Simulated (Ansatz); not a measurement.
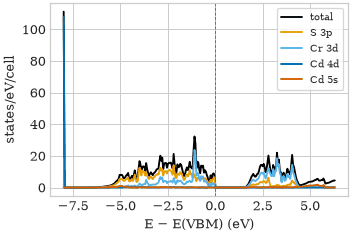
Figure. Total and projected density of states of Cr2CdS4 (spinel, space group No. 227), r²SCAN in the plane-wave PAW code Ansatz

Task: Which orbitals carry the states next to the gap?

Result: Top 1 eV of the valence band: S 3p 51 %, Cr 3d 44 %. Bottom 1 eV of the conduction band: Cr 3d 60 %, S 3p 24 %, S 3s 6 %, outside the projected shells 6 %. Projections are on Löwdin-orthogonalised atomic valence shells; empty p or d shells of many metals are not among them.

Space group Fd-3m (spinel). The workflow started from an entry of the Crystallography Open Database (COD). Its standing as an ambient phase is unchecked. The r²SCAN relaxation kept the symmetry of its start; its stability against distortions is not shown here. The final state is ferromagnetic, chosen from 2 collinear starts compared on coarse meshes (ties went to the first, and starts can fall back to one state), not a proven ground state. Other orbital occupations within this spin state were not tried. No Hubbard U is applied. Scalar-relativistic: spin–orbit coupling is off unless named, which matters more the heavier the elements.

Potentials: the later of the program's two PAW sets.
